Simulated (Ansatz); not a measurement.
# SiH3S (SMILES [SiH2]S) at UHF/STO-3G

What is the energy change on altering one bond length of SiH3S at UHF/STO-3G? 

The results are computed with Ansatz 0.2.0.

31 further runs of the same task are left out: 31 set aside as unsound or not needed.

### Step 1. The system as given

SiH3S has 5 atoms, charge 0, and is taken as a doublet. SMILES: `[SiH2]S`. Geometry: relaxed at PBE0-D4/def2-TZVP. This is one conformer, not always the lowest.

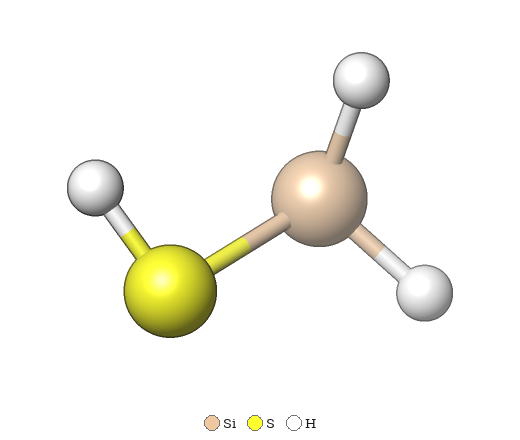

Viewed from a chosen angle; silicon light orange, sulfur yellow, hydrogen white.

### Step 2. A single-point energy at UHF/STO-3G

File molecule.yaml:

```yaml
basis:
  gaussian:
    orbitals: STO-3G
crystal:
  periodic: [false, false, false]
  atoms:
    - {symbol: Si, position_ang: [-0.096300, -0.694000, -0.309300]}
    - {symbol: S, position_ang: [0.273100, 1.406000, -0.294500]}
    - {symbol: H, position_ang: [-0.094500, -1.256800, 1.073000]}
    - {symbol: H, position_ang: [-1.440300, -0.843200, -0.929900]}
    - {symbol: H, position_ang: [1.407800, 1.314300, 0.419300]}
magnetization:
  spin_polarized: true
  initial_magnetization: 1
hamiltonian:
  xc: hf
accuracy: high
```

On the command line:

```console
$ ansatz run molecule.yaml --threads 1 --pin off --max-ram 2610MiB --events-out events.jsonl --progress --plain --runs-dir runs
```

The program printed:

```text
Warning: RAYON_NUM_THREADS=1 ignored (pool sized by the plan → 1); use --threads N
Functional definition: HF
  name "HF"
  exchange = exact_x
  correlation = 0
364 factors; integrals over basis functions are off by at most 2.7e-8 eV
mean field evaluation 1: about -18515.8007 eV, gradient 8.9e0 eV
mean field evaluation 2: about -18515.8259 eV, gradient 8.9e0 eV
mean field evaluation 4: about -18516.7488 eV, gradient 1.0e0 eV
mean field evaluation 8: about -18516.7843 eV, gradient 1.1e-2 eV
mean field -18516.78430653 eV, -680.4792721377 hartree, gradient 8.1e-8 eV, S^2 0.752617; 0 other end points of the search recorded, 0 dependent functions left out
reference -18516.78430653 eV, -680.4792721377 hartree; 17, 16 occupied and 4, 5 virtual orbitals, 364 factors
Total energy: -18516.78430653 eV, -680.4792721377 hartree
```

Wall time 0.14 s (1 thread of Intel Xeon Platinum 8488C (Sapphire Rapids), shared host).

### Step 3. The distorted shape

File input.yaml:

```yaml
crystal:
  periodic: [false, false, false]
  atoms:
    - {symbol: Si, position_ang: [-0.379980, -0.671075, -0.487753]}
    - {symbol: S, position_ang: [-0.010580, 1.428925, -0.472953]}
    - {symbol: H, position_ang: [-0.378180, -1.233875, 0.894547]}
    - {symbol: H, position_ang: [-1.723980, -0.820275, -1.108353]}
    - {symbol: H, position_ang: [1.407800, 1.314300, 0.419300]}
basis:
  gaussian:
    orbitals: STO-3G
magnetization:
  spin_polarized: true
  initial_magnetization: 1
hamiltonian:
  xc: hf
accuracy: high
```

On the command line:

```console
$ ansatz run input.yaml --threads 1 --pin off --max-ram 2610MiB --events-out events.jsonl --progress --plain --runs-dir runs
```

The program printed:

```text
Warning: RAYON_NUM_THREADS=1 ignored (pool sized by the plan → 1); use --threads N
[... 4 set-up lines as earlier in the session ...]
364 factors; integrals over basis functions are off by at most 1.4e-8 eV
mean field evaluation 1: about -18514.2437 eV, gradient 9.0e0 eV
mean field evaluation 2: about -18514.2625 eV, gradient 9.0e0 eV
mean field evaluation 4: about -18515.2662 eV, gradient 1.2e0 eV
mean field evaluation 8: about -18515.3106 eV, gradient 3.3e-4 eV
mean field evaluation 16: about -18513.5716 eV, gradient 7.6e0 eV
mean field evaluation 32: about -18513.4473 eV, gradient 7.9e0 eV
mean field -18515.30942723 eV, -680.4250713232 hartree, gradient 6.8e-8 eV, S^2 0.752915; 0 other end points of the search recorded, 0 dependent functions left out
reference -18515.30942723 eV, -680.4250713232 hartree; 17, 16 occupied and 4, 5 virtual orbitals, 364 factors
Total energy: -18515.30942723 eV, -680.4250713232 hartree
```

Run time: 0.18 s. Hardware: 1 thread of Intel Xeon Platinum 8488C (Sapphire Rapids), shared host.

### Step 4. Outcome

At UHF/STO-3G:

| quantity | value |
| --- | --- |
| first shape: total energy | -680.47927 Eh |
| first shape: ⟨S²⟩ | 0.753 |
| distorted shape: total energy | -680.42507 Eh |
| distorted shape: ⟨S²⟩ | 0.753 |
| energy change with the S2–H5 bond stretched from 1.344 to 1.680 Å | 1.475 eV |

With the S2–H5 bond stretched from 1.344 to 1.680 Å the energy rises by 1.47 eV (34 kcal/mol). The first shape isn't relaxed at this level, so the change isn't measured from a minimum. The minimal basis adds a large error of its own.
